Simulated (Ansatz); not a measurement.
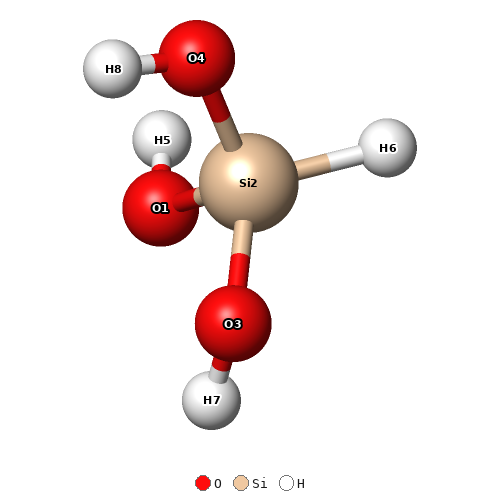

The system is H₄O₃Si (SMILES O[SiH](O)O) with the probe H2O; the picture shows it without the atoms that are moved over the map. The probe is moved over a plane parallel to the molecule's main plane, 5.00 Å above it. First axis: x of the probe's O atom. Second axis: y of the probe's O atom. Nothing is relaxed (molecule and probe rigid, the probe upright with O nearest the plane). The scan uses a 9 × 11 grid. Points are written as (first, second). Energies: kJ/mol, counted from the lowest grid point. All numbers below come from RKS PBE-D4/def2-SVPD in Ansatz 0.2.0.

Range: x of the probe's O atom from −2.76 to 2.76 Å; y of the probe's O atom from −3.45 to 3.45 Å.

What will the energy surface look like?

Answer. The lowest grid point is at (0.69 Å, 0.69 Å). No other kind of well shows on this grid. The highest grid point, (−2.76 Å, −3.45 Å), lies 3.95 kJ/mol above the lowest. Near the minimum the curvatures are about 0.0073 and 0.011 eV/Å² along the soft and the stiff direction.

```csv
"y of the probe's O atom ↓, x of the probe's O atom →",−2.76,−2.07,−1.38,−0.69,0.00,0.69,1.38,2.07,2.76
3.45,3.35,2.95,2.43,1.87,1.40,1.15,1.14,1.34,1.68
2.76,3.41,2.92,2.28,1.59,1.05,0.80,0.85,1.13,1.55
2.07,3.44,2.86,2.06,1.23,0.65,0.46,0.61,0.99,1.46
1.38,3.44,2.73,1.78,0.88,0.29,0.14,0.41,0.89,1.42
0.69,3.42,2.61,1.58,0.70,0.16,0.00,0.30,0.86,1.43
0.00,3.45,2.63,1.64,0.84,0.35,0.18,0.45,0.98,1.52
−0.69,3.54,2.87,2.02,1.32,0.88,0.73,0.92,1.29,1.69
−1.38,3.68,3.21,2.60,2.02,1.65,1.50,1.55,1.72,1.94
−2.07,3.81,3.53,3.15,2.76,2.46,2.27,2.17,2.15,2.22
−2.76,3.91,3.76,3.56,3.32,3.08,2.85,2.66,2.53,2.49
−3.45,3.95,3.90,3.79,3.65,3.46,3.23,3.01,2.83,2.73
```

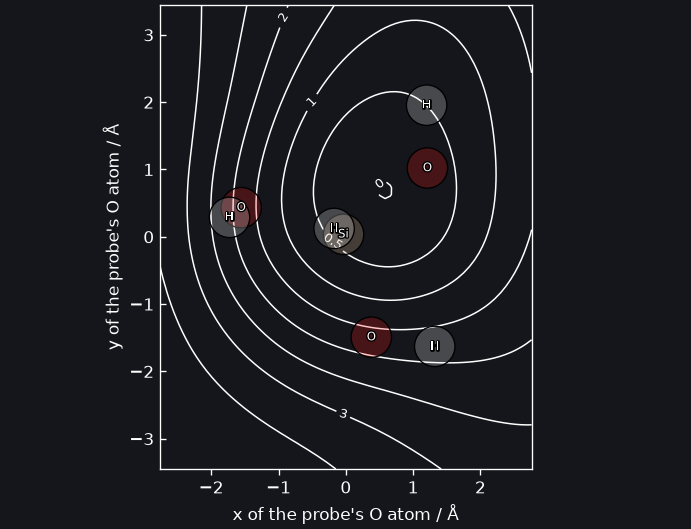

Drawn: contour lines labelled in kJ/mol, labelled circles for the molecule's atoms, projected on the plane. Between grid points the surface is interpolated.

Each point was launched as `ansatz run input.yaml --threads 1 --pin off --max-ram 2560MiB --backend cpu --events-out ev --progress --plain --runs-dir out`. Time for the 99 points that were run: 13 min on 1 thread of Arm Neoverse V1, on a shared host.
